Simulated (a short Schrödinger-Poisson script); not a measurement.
System: MOS inversion layer, SiO2 on p-type Si(110), at 300 K.

| layer | material | thickness (nm) | Na (cm⁻³) |
|---|---|---|---|
| 1 | SiO2 | 6.1 | - |
| 2 | Si | 590 | 5.3e17 |

The device is made up for the run: typed textbook-type constants, with dimensions and the other settings drawn at random. SiO2: permittivity 3.9, conduction-band edge (eV) 3.15, gap (eV) 9, electron mass (mₑ) 0.5. Si: permittivity 11.7, conduction-band edge (eV) 0, gap (eV) 1.124, Nv at 300 K (cm⁻³) 3.1e19.

Channel valleys (confinement mass, in-plane density-of-states mass, number): Δ4 0.315, 0.324, 4; Δ2 0.19, 0.417, 2. At the gate the conduction-band edge of layer 1 lies 3.49 eV − eVg above the Fermi level of the channel; the field vanishes at the back. Gaps are held at their typed values at every temperature. Mesh 0.03 nm at interfaces.

From a short Schrödinger-Poisson script (our own, NumPy): 1D Poisson equation in equilibrium, electrons quantum, Hartree (BenDaniel-Duke, 12 states a valley, the channel's in-plane mass for all, wave functions free to enter the dielectric), parabolic valleys, classical holes, full ionisation, no traps, pinning or gate leakage.

Only gate voltages with over 1e8 electrons/cm² are shown.

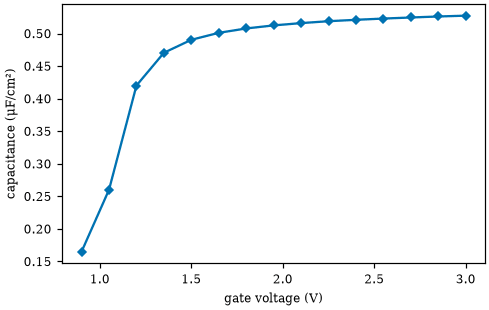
Figure. Quasi-static capacitance against gate voltage

| Vg (V) | electrons (cm⁻²) | C (μF/cm²) | Δ4 E0 (meV) | Δ4 E1 (meV) | Δ2 E0 (meV) | Δ2 E1 (meV) |
|---|---|---|---|---|---|---|
| 0.9 | 1.33e9 | 0.165 | 247.5 | 339.4 | 264.8 | 372.8 |
| 1.05 | 4.88e10 | 0.260 | 154.0 | 250.0 | 172.0 | 284.6 |
| 1.2 | 3.15e11 | 0.420 | 105.4 | 204.5 | 124.0 | 239.9 |
| 1.35 | 7.12e11 | 0.470 | 84.0 | 185.6 | 103.1 | 221.4 |
| 1.5 | 1.15e12 | 0.490 | 71.1 | 175.2 | 90.8 | 211.3 |
| 1.65 | 1.61e12 | 0.501 | 62.0 | 168.4 | 82.2 | 204.7 |
| 1.8 | 2.08e12 | 0.508 | 55.0 | 163.5 | 75.7 | 200.1 |
| 1.95 | 2.55e12 | 0.512 | 49.2 | 159.8 | 70.4 | 196.6 |
| 2.1 | 3.03e12 | 0.516 | 44.3 | 157.0 | 66.0 | 193.9 |
| 2.25 | 3.51e12 | 0.519 | 40.1 | 154.7 | 62.2 | 191.7 |
| 2.4 | 4.00e12 | 0.521 | 36.3 | 152.8 | 58.8 | 190.0 |
| 2.55 | 4.49e12 | 0.523 | 32.9 | 151.3 | 55.8 | 188.5 |
| 2.7 | 4.98e12 | 0.525 | 29.8 | 150.0 | 53.1 | 187.3 |
| 2.85 | 5.47e12 | 0.526 | 26.9 | 148.9 | 50.7 | 186.3 |
| 3 | 5.96e12 | 0.527 | 24.3 | 148.0 | 48.4 | 185.5 |

Subbands count from the Fermi level.
